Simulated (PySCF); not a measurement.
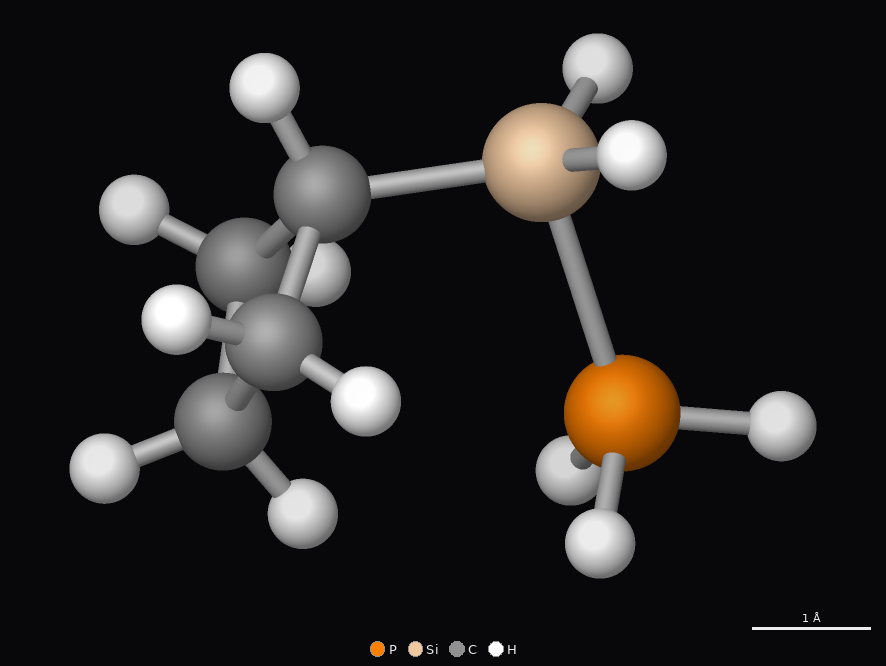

Rendered structure (ball-and-stick style).

The species has charge +1 and is a spin singlet. The geometry was computed by an optimisation with GFN2-xTB. No frequency run is at hand to confirm it as a minimum.

Identify the structure.

It has 18 atoms: 4 carbon, 12 hydrogen, 1 phosphorus and 1 silicon (C4H12PSi(+)). Its SMILES string is `[PH3+][SiH2]C1CCC1`. Independent rings (smallest set): 1 of 4 members. Among its groups: Si–H bond. The point group is Cs. Coordination, clear cases only: 1 P tetrahedral; 1 Si tetrahedral.
